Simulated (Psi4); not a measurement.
**UM06-L/aug-cc-pVDZ run of AlSiH4O (SMILES [AlH][O][SiH3])**

What is the vertical electron affinity of AlSiH4O at UM06-L/aug-cc-pVDZ? 

The calculation is run with Psi4 1.11.

2 further runs of the same task are left out: 2 set aside as unsound or not needed.

## (1) The system as given

The species is AlSiH4O (7 atoms), meant as a doublet with charge 0. SMILES: `[AlH][O][SiH3]`. The coordinates come from a PBE0-D4/def2-TZVP relaxation. This is one conformer, not always the lowest.

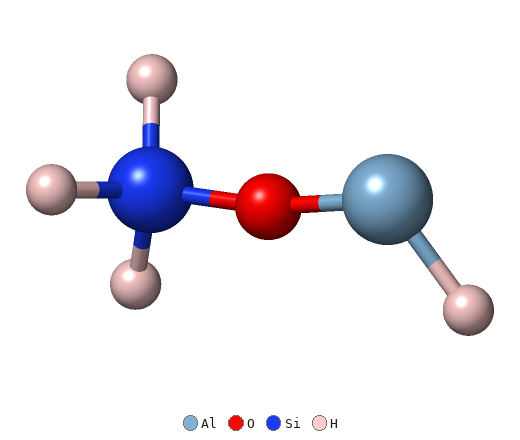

The structure, seen from a chosen angle (aluminium light blue, oxygen red, silicon blue, hydrogen pink).

## (2) A single-point energy at UM06-L/aug-cc-pVDZ

alh4osi.xyz

```xyz
7
AlH4OSi
Al    -1.643700    -1.503700    -0.201100
O     -0.403000    -0.368600    -0.047300
Si     0.870900     0.567400     0.335800
H     -2.580100    -1.352800    -1.500200
H      1.204400     1.463600    -0.802700
H      0.554900     1.401200     1.526200
H      2.057800    -0.275200     0.643500
```

run_ase.py

```python
import numpy as np
from ase.calculators.psi4 import Psi4
from ase.io import read

mol = read('alh4osi.xyz')
calc = Psi4(atoms=mol, method='m06-l', basis='aug-cc-pVDZ', memory='1600MB', num_threads=1, charge=0, multiplicity=2, label='psi4-calc', reference='uks')
calc.psi4.set_options({'puream': True, 'e_convergence': 1e-09, 'd_convergence': 1e-08, 'scf_type': 'pk', 'dft_radial_points': 99, 'dft_spherical_points': 590, 'maxiter': 200})
mol.calc = calc

print(f'energy: {mol.get_potential_energy():.6f} eV')
```

Launch:

```
$ python run_ase.py
```

psi4-calc.dat:

```text
[...]
  Running in c1 symmetry.
[...]
  Nuclear repulsion =  131.662824239197874
[...]
  Multiplicity = 2
[...]
  Nalpha       = 20
  Nbeta        = 19
[...]
    Number of basis functions: 113
[...]
   @UKS iter   1:  -609.22344852732135   -3.07407e-01   7.93991e-03 ADIIS/DIIS
[...]
   @UKS iter  13:  -609.56457121892788   -1.12550e-11   7.66415e-09 DIIS
[...]
   @S^2 Observed:                7.535882637E-01
[...]
    Orbital Energies [Eh]
    ---------------------
    Alpha Occupied:
       1A    -65.862900     2A    -55.796063     3A    -18.962921
       4A     -5.266068     5A     -4.123508     6A     -3.577335
       7A     -3.574049     8A     -3.573969     9A     -2.634314
      10A     -2.629084    11A     -2.626865    12A     -0.957066
      13A     -0.518610    14A     -0.413239    15A     -0.351660
      16A     -0.350188    17A     -0.332134    18A     -0.280735
      19A     -0.279605    20A     -0.177215
    Alpha Virtual:
      21A     -0.068754    22A     -0.008071    23A      0.000735
      24A      0.007293    25A      0.008890    26A      0.015232
[...]
  @UKS Final Energy:  -609.56457121892788
   => Energetics <=
    Nuclear Repulsion Energy =            131.6628242391978745
    One-Electron Energy =               -1106.5356291284194867
    Two-Electron Energy =                 415.0468243571199309
    DFT Exchange-Correlation Energy =     -49.7385906868262140
    Empirical Dispersion Energy =           0.0000000000000000
    VV10 Nonlocal Energy =                  0.0000000000000000
    Total Energy =                       -609.5645712189278811
[...]
 Multipole Moments:
 ------------------------------------------------------------------------------------
     Multipole            Electronic (a.u.)      Nuclear  (a.u.)        Total (a.u.)
 ------------------------------------------------------------------------------------
 L = 1.  Multiply by 2.5417464519 to convert [e a0] to [Debye]
 Dipole X            :         -3.7649795            3.6579623           -0.1070173
 Dipole Y            :         -3.8608990            3.6796803           -0.1812187
 Dipole Z            :          0.1326518           -0.0482176            0.0844342
 Magnitude           :                                                    0.2267643
[...]
```

Standard output:

```text
energy: -16587.096854 eV
```

Wall time 2 min (1 thread of Intel Xeon Platinum 8259CL at 2.50GHz (Skylake/Cascade Lake), shared host); peak memory 0.78 GiB.

## (3) The singlet anion: energy and forces at M06-L/aug-cc-pVDZ

job.json

```json
{
  "schema_name": "qcschema_input",
  "schema_version": 1,
  "molecule": {
    "schema_name": "qcschema_molecule",
    "schema_version": 2,
    "symbols": ["Al", "O", "Si", "H", "H", "H", "H"],
    "geometry": [-3.10614283, -2.84158117, -0.38002392, -0.76155963, -0.69655305, -0.08938405, 1.64576248, 1.0722306, 0.63457003, -4.87568237, -2.5564215, -2.83496713, 2.27598614, 2.76580316, -1.51688316, 1.04860903, 2.64788425, 2.88410001, 3.88867842, -0.52005263, 1.21603876],
    "molecular_charge": -1,
    "molecular_multiplicity": 1,
    "fix_symmetry": "c1"
  },
  "driver": "gradient",
  "model": {
    "method": "m06-l",
    "basis": "aug-cc-pVDZ"
  },
  "keywords": {
    "reference": "rks",
    "puream": true,
    "e_convergence": 1e-09,
    "d_convergence": 1e-08,
    "scf_type": "pk",
    "dft_radial_points": 99,
    "dft_spherical_points": 590,
    "scf_properties": ["LOWDIN_CHARGES", "DIPOLE", "QUADRUPOLE"]
  }
}
```

Launch:

```
$ psi4 --qcschema job.json -n 1 --memory 1600MB
```

stdout (excerpt; [...] marks lines left out):

```text
[...]
  Running in c1 symmetry.
[...]
  Nuclear repulsion =  131.662824395596743
[...]
  Multiplicity = 1
[...]
  Nalpha       = 20
  Nbeta        = 20
[...]
    Number of basis functions: 113
[...]
   @RKS iter   1:  -609.16834510915101   -2.52303e-01   8.36101e-03 ADIIS/DIIS
[...]
   @RKS iter  16:  -609.59374459747130   -7.84439e-12   5.39479e-09 DIIS
[...]
  @RKS Final Energy:  -609.59374459747130
   => Energetics <=
    Nuclear Repulsion Energy =            131.6628243955967434
    One-Electron Energy =               -1113.2580755123231029
    Two-Electron Energy =                 421.8905940448412935
    DFT Exchange-Correlation Energy =     -49.8890875255862198
    Empirical Dispersion Energy =           0.0000000000000000
    VV10 Nonlocal Energy =                  0.0000000000000000
    Total Energy =                       -609.5937445974713000
[...]
 Multipole Moments:
 ------------------------------------------------------------------------------------
     Multipole            Electronic (a.u.)      Nuclear  (a.u.)        Total (a.u.)
 ------------------------------------------------------------------------------------
 L = 1.  Multiply by 2.5417464519 to convert [e a0] to [Debye]
 Dipole X            :         -1.6000514            3.6579623            2.0579109
 Dipole Y            :         -1.2747040            3.6796803            2.4049763
 Dipole Z            :         -0.3235149           -0.0482176           -0.3717324
 Magnitude           :                                                    3.1870195
 L = 2.  Multiply by 1.3450342976 to convert [e a0^2] to [Debye ang]
 Quadrupole XX       :       -242.8375183          202.0925289          -40.7449895
 Quadrupole XY       :       -158.6916152          149.9390964           -8.7525188
[...]
  -Total Gradient:
     Atom            X                  Y                   Z
    ------   -----------------  -----------------  -----------------
       1        0.027832094747     0.047778063543    -0.022748758782
       2       -0.022694238737    -0.030075949428     0.007492224126
       3        0.004052699162     0.003718689772     0.000600207161
       4        0.002841127729    -0.011526045613     0.016949659883
       5       -0.004497721828    -0.005429136438     0.002469455125
       6       -0.001783612001    -0.004340481938    -0.003446193782
       7       -0.005558344720    -0.000050491991    -0.001183002402
[...]
```

The result, in JSON:

```text
{
 "driver": "gradient",
 "model": {
  "method": "m06-l",
  "basis": "aug-cc-pVDZ"
 },
 "success": true,
 "return_result": [0.027832094747196237, 0.04777806354347785, -0.022748758782083017, -0.022694238737161365, -0.03007594942823269, 0.0074922241258160716, 0.004052699162034615, 0.0037186897720847822, 0.000600207160775551, 0.002841127729203363, -0.011526045612805222, 0.016949659883379084, -0.004497721827513193, -0.005429136437604926, 0.002469455124818498, -0.0017836120014300353, -0.004340481937791463, -0.003446193781883905, -0.005558344720336367, -5.04919909521534e-05, -0.0011830024015524743],
 "properties": {
  "calcinfo_nbasis": 113,
  "calcinfo_nmo": 113,
  "calcinfo_nalpha": 20,
  "calcinfo_nbeta": 20,
  "calcinfo_natom": 7,
  "nuclear_repulsion_energy": 131.66282439559674,
  "return_energy": -609.5937445974713,
  "return_gradient": [0.027832094747196237, 0.04777806354347785, -0.022748758782083017, -0.022694238737161365, -0.03007594942823269, 0.0074922241258160716, 0.004052699162034615, 0.0037186897720847822, 0.000600207160775551, 0.002841127729203363, -0.011526045612805222, 0.016949659883379084, -0.004497721827513193, -0.005429136437604926, 0.002469455124818498, -0.0017836120014300353, -0.004340481937791463, -0.003446193781883905, -0.005558344720336367, -5.04919909521534e-05, -0.0011830024015524743],
  "scf_one_electron_energy": -1113.258075512323,
  "scf_two_electron_energy": 421.8905940448413,
  "scf_xc_energy": -49.88908752558622,
  "scf_dipole_moment": [2.0579108840845715, 2.4049762597143114, -0.37173243530907824],
  "scf_total_energy": -609.5937445974713,
  "scf_total_gradient": [0.027832094747196237, 0.04777806354347785, -0.022748758782083017, -0.022694238737161365, -0.03007594942823269, 0.0074922241258160716, 0.004052699162034615, 0.0037186897720847822, 0.000600207160775551, 0.002841127729203363, -0.011526045612805222, 0.016949659883379084, -0.004497721827513193, -0.005429136437604926, 0.002469455124818498, -0.0017836120014300353, -0.004340481937791463, -0.003446193781883905, -0.005558344720336367, -5.04919909521534e-05, -0.0011830024015524743],
  "scf_iterations": 16
 }
}
```

It took 2.3 min on 1 thread of Intel Xeon Platinum 8259CL at 2.50GHz (Skylake/Cascade Lake), shared host; peak memory 0.73 GiB.

## (4) Outcome

Level: UM06-L/aug-cc-pVDZ.

| quantity | value |
| --- | --- |
| doublet AlSiH4O: total energy | -609.56457 Eh |
| doublet AlSiH4O: dipole moment | 0.58 D |
| doublet AlSiH4O: HOMO energy (highest over α and β) | -4.82 eV |
| doublet AlSiH4O: LUMO energy (lowest over α and β) | -3.37 eV |
| doublet AlSiH4O: ⟨S²⟩ | 0.754 |
| singlet anion: total energy | -609.59374 Eh |
| singlet anion: HOMO energy | 1.31 eV |
| singlet anion: LUMO energy | 2.38 eV |
| singlet anion: HOMO–LUMO gap (to an unbound level, set by the basis) | 1.07 eV |
| singlet anion: largest force on an atom | 3.075 eV/Å |
| vertical electron affinity (to the singlet anion) | 0.794 eV |

What this shows: At fixed nuclei the extra electron is bound by 0.79 eV (76.6 kJ/mol). The HOMO (singlet anion) lies at positive energy, 1.31 eV, as semi-local functionals often give for anions; only total energies tell whether the electron is bound.
